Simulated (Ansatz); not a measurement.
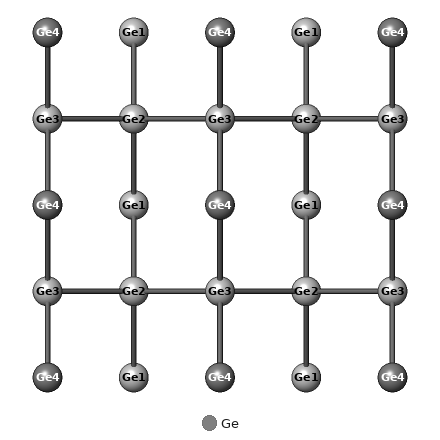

The system is Cu on a Ge(100) slab cut from the Fd-3m phase, its upper half relaxed before the scan (4 atoms of substrate and one adsorbate in a 1 × 1 cell); the picture shows it without the atoms that are moved over the map. Cu is moved over the surface cell; relaxed at each place: the height of the adsorbate's atoms; substrate rigid; the origin of the map has the adsorbate above Ge4. Places are given modulo a cell vector. The map is drawn in real space over the plane of the surface. Grid: 8 × 8 points; 25 points were computed and 39 follow by symmetry. All energies are given in eV relative to the lowest grid point. At some places the adsorbate sinks to or below the level of the top layer. With one adsorbate in each 1 × 1 cell, its nearest image is 4.1 Å away, so neighbouring adsorbates interact. Computed with DFT PBE, scalar-relativistic, plane waves, PAW in Ansatz. Settings: cutoff 420 eV, k-mesh 7×7×1, gaussian smearing 0.1 eV, no spin polarisation.

Range: position of Cu5 along the first surface vector from 0.000 to 0.875; position of Cu5 along the second surface vector from 0.000 to 0.875.

Q: What will the energy surface look like?

A: The lowest grid point is at a place at or below the level of the top layer, (4/8, 2/8) of the cell vectors. The same energy is found at a place at or below the level of the top layer, (4/8, 6/8) of the cell vectors. The highest grid point, (0/8, 2/8) of the cell vectors [nearest 1 Ge at 2.26 Å], lies 1.25 eV above the lowest. At the lowest point the adsorbate has 2 Ge at 2.33 Å as nearest neighbours, at the highest 1 Ge at 2.26 Å. Its relaxed height above the top atom is −0.49 Å at the lowest and 2.02 Å at the highest point.

```tsv
second ↓, first →	0/8	1/8	2/8	3/8	4/8	5/8	6/8	7/8
7/8	1.22	1.19	1.07	0.70	0.14	0.70	1.07	1.19
6/8	1.25	1.23	1.11	0.74	0.00	0.74	1.11	1.23
5/8	1.16	1.13	1.00	0.59	0.14	0.59	1.00	1.13
4/8	0.79	0.77	0.71	0.53	0.31	0.53	0.71	0.77
3/8	1.16	1.13	1.00	0.59	0.14	0.59	1.00	1.13
2/8	1.25	1.23	1.11	0.74	0.00	0.74	1.11	1.23
1/8	1.22	1.19	1.07	0.70	0.14	0.70	1.07	1.19
0/8	1.20	1.17	1.05	0.68	0.11	0.68	1.05	1.17
```

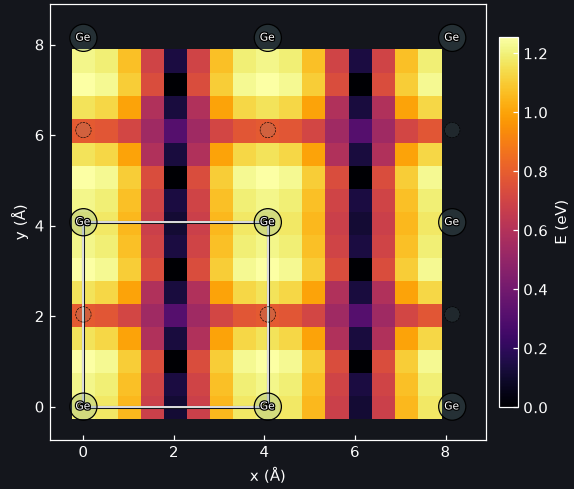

The picture shows one coloured cell a grid point, labelled circles for the atoms of the top layer and small ones for the second layer, the outline of one cell of the 2 × 2 shown.

Each point was launched as `ansatz run input.yaml --threads 2 --pin off --max-ram 6144MiB --backend cpu --events-out ev --progress --plain --runs-dir out`. The whole map (25 points run) took 7.6 min on 2 threads of AMD EPYC 9R45 96-Core Processor (Zen 5), with other jobs on the host.

PAW datasets: the set soft_1.
